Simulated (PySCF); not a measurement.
**CH3BrSi (SMILES C[Si]Br) at 4 levels**

Aim: a comparison of 4 runs (HF/STO-3G, HF/3-21G, B3LYP/6-31G*, M06-2X/def2-SVPD) of CH3BrSi. The job is set up through a Python script.

The results are computed with PySCF 2.14.0.

1 further run of the same task is left out (it didn't finish).

## (1) The structure to begin with

CH3BrSi has 6 atoms, charge 0, and is taken as a singlet. As SMILES, `C[Si]Br`. The coordinates come from a PBE0-D4/def2-TZVP relaxation.

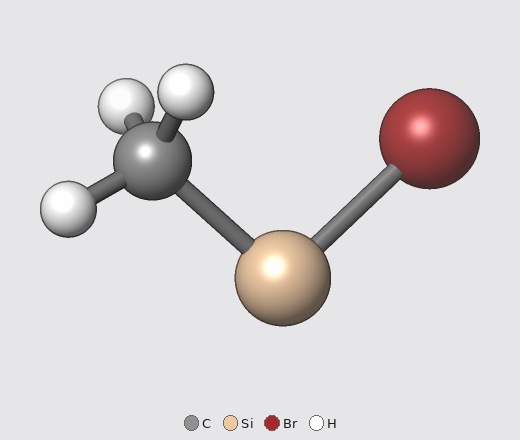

The structure, seen from a chosen angle (carbon grey, silicon light orange, bromine red, hydrogen white).

## (2) Energy and forces at HF/STO-3G (run 1)

run.py reads:

```python
import pyscf.grad
from pyscf import gto, scf

system = gto.M(
    atom=[
    ('C', (-0.433600, 0.379100, -0.206800)),
    ('Si', (0.012600, -0.760500, 1.231000)),
    ('Br', (1.998300, -1.515000, 0.446600)),
    ('H', (0.332000, 1.154200, -0.325800)),
    ('H', (-1.402000, 0.859000, -0.043400)),
    ('H', (-0.465200, -0.180900, -1.147800)),
],
    spin=0,
    basis='sto-3g',
    charge=0,
    max_memory=1860,
    verbose=4,
)

mf = scf.RHF(system)
mf.conv_tol = 1e-10
mf.kernel()
if not mf.converged:
    mf = mf.newton().run(mf.mo_coeff, mf.mo_occ)

e_tot = mf.e_tot
print('E(%s) = %.9f' % ('HF', e_tot))
grad = mf.Gradients().kernel()
mf.analyze()
```

Launch:

```bash
$ OMP_NUM_THREADS=1 python run.py
```

Standard output:

```text
PySCF version 2.14.0

[... 73 lines left out ...]
Total Energy =                       -2869.433298680505231
[... 9 lines left out ...]
MO #3   energy= -63.1158741531542  occ= 2
[... 7 lines left out ...]
MO #11  energy= -6.81028259166601  occ= 2
[... 7 lines left out ...]
MO #19  energy= -2.16347526776873  occ= 2
[... 7 lines left out ...]
MO #27  energy= -0.298267621546505 occ= 2
[... 7 lines left out ...]
MO #35  energy= 0.74576800344074   occ= 0
[... 44 lines left out ...]
Dipole moment(X, Y, Z, Debye): -2.38426,  1.07553,  0.66214
```

Wall time 4.5 s (1 thread of Intel Xeon at 2.50GHz (Skylake/Cascade Lake), shared host); peak memory 0.12 GiB.

## (3) Energy and forces at HF/3-21G (run 2)

calc.py reads:

```python
# C[Si]Br
from pyscf import gto, scf

molecule = gto.Mole()
molecule.atom = [
    ('C', (-0.433600, 0.379100, -0.206800)),
    ('Si', (0.012600, -0.760500, 1.231000)),
    ('Br', (1.998300, -1.515000, 0.446600)),
    ('H', (0.332000, 1.154200, -0.325800)),
    ('H', (-1.402000, 0.859000, -0.043400)),
    ('H', (-0.465200, -0.180900, -1.147800)),
]
molecule.basis = '3-21g'
molecule.verbose = 4
molecule.max_memory = 1860
molecule.build()

mf = scf.RHF(molecule)
mf.conv_tol = 1e-10
mf.kernel()
if not mf.converged:
    mf = mf.newton().run(mf.mo_coeff, mf.mo_occ)

e_final = mf.e_tot
print('E = %.10f Eh' % e_final)
grad = mf.nuc_grad_method().kernel()
mf.analyze()
```

Launch:

```bash
$ OMP_NUM_THREADS=1 python calc.py
```

Standard output:

```text
PySCF version 2.14.0

[... 80 lines left out ...]
DFT Exchange-Correlation Energy =     -116.264563485522558
[... 11 lines left out ...]
MO #10  energy= -7.33197839314861  occ= 2
[... 9 lines left out ...]
MO #20  energy= -3.05635414111058  occ= 2
[... 9 lines left out ...]
MO #30  energy= 0.012713187338647  occ= 0
[... 9 lines left out ...]
MO #40  energy= 0.823664001145014  occ= 0
[... 9 lines left out ...]
MO #50  energy= 1.94189836297106   occ= 0
[... 59 lines left out ...]
Dipole moment(X, Y, Z, Debye): -2.18428,  1.61476, -0.44224
```

Wall time 4.8 s (1 thread of Intel Xeon at 2.50GHz (Skylake/Cascade Lake), shared host); peak memory 0.12 GiB.

Run 3 isn't shown in full; the table further down has it.

## (4) Energy and forces at M06-2X/def2-SVPD (run 4)

job.py reads:

```python
import pyscf.grad
from pyscf import gto, dft

mol = gto.M(
    atom=[
    ('C', (-0.433600, 0.379100, -0.206800)),
    ('Si', (0.012600, -0.760500, 1.231000)),
    ('Br', (1.998300, -1.515000, 0.446600)),
    ('H', (0.332000, 1.154200, -0.325800)),
    ('H', (-1.402000, 0.859000, -0.043400)),
    ('H', (-0.465200, -0.180900, -1.147800)),
],
    basis='def2-svpd',
    max_memory=1860,
    verbose=4,
    charge=0,
    spin=0,
)

calc0 = dft.RKS(mol)
calc0.xc = 'm06-2x'
calc0.conv_tol = 1e-10
calc0.grids.level = 5
calc0.kernel()
if not calc0.converged:
    calc0 = calc0.newton().run(calc0.mo_coeff, calc0.mo_occ)

energy = calc0.e_tot
print('E(%s) = %.9f' % ('M06-2X', energy))
grad = calc0.Gradients().kernel()
calc0.analyze()
```

Launch:

```bash
$ OMP_NUM_THREADS=1 python job.py
```

Standard output:

```text
PySCF version 2.14.0

[... 107 lines left out ...]
MO #9   energy= -6.83399961943637  occ= 2
[... 19 lines left out ...]
MO #29  energy= -0.283676797838861 occ= 2
[... 19 lines left out ...]
MO #49  energy= 0.250189885799337  occ= 0
[... 19 lines left out ...]
MO #69  energy= 0.609603218061878  occ= 0
[... 19 lines left out ...]
MO #89  energy= 1.16758534173442   occ= 0
[... 19 lines left out ...]
MO #109 energy= 3.8194789076473    occ= 0
[... 118 lines left out ...]
Dipole moment(X, Y, Z, Debye): -1.55497,  1.22700, -0.44271
```

Wall time 86 s (1 thread of Intel Xeon at 2.50GHz (Skylake/Cascade Lake), shared host); peak memory 1.1 GiB.

## (5) The series

```csv
run,level,integration grid,energy (Eh),dipole moment (D),HOMO energy (eV),LUMO energy (eV),wall time
1,HF/STO-3G,–,-2869.433299,2.70,-6.42,5.14,4.5 s
2,HF/3-21G,–,-2886.856214,2.75,-9.02,0.35,4.8 s
3,B3LYP/6-31G* (spherical functions),5,-2903.286214,2.16,-6.43,-2.80,45 s
4,M06-2X/def2-SVPD,5,-2903.143276,2.03,-7.72,-1.86,86 s
```

## (6) Outcome

| quantity | value |
| --- | --- |
| run 4: total energy | -2903.14328 Eh |
| run 4: dipole moment | 2.03 D |
| run 4: HOMO energy | -7.72 eV |
| run 4: LUMO energy | -1.86 eV |
| run 4: HOMO–LUMO gap | 5.86 eV |
| run 4: largest force on an atom | 0.347 eV/Å |

**Reading.** The dipole moment (its size) runs from 2.03 D (M06-2X/def2-SVPD) to 2.75 D (HF/3-21G). The two ends differ in method and basis. The HOMO–LUMO gap runs from 3.63 eV (B3LYP/6-31G*) to 11.56 eV (HF/STO-3G). Totals of different functionals can't be ranked against each other. In run 1 the basis is minimal, so the values are rough. All runs together took 2.3 min, the longest 86 s.
